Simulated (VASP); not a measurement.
Band structure of MnSi2 (relaxed from the AlB2 structure, space group P6/mmm). Computed with PBEsol GGA, VASP's PBE PAW potentials (set 64) (plane waves; VASP).

The moments were started parallel, and other spin orders were not tried in this run.

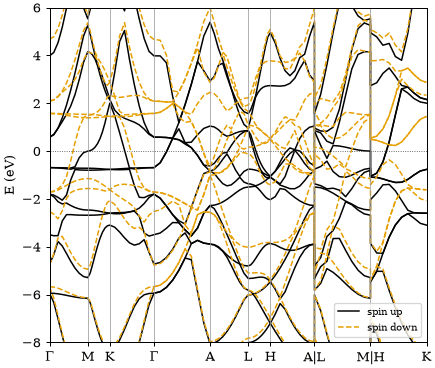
Fig. 1. Bands along high-symmetry lines, zero at the valence-band maximum or, without a gap, the Fermi level

Problem. Read the plot: is there a gap, and where are the band edges?

Solution. It has no gap at this level: it comes out as a metal or semimetal. (Edges off the drawn lines would not show.)

The structure was generated: MnSi2 was put into the AlB2 type (P6/mmm), which need not be its known phase. It was relaxed first, which changed the volume by -47 %.
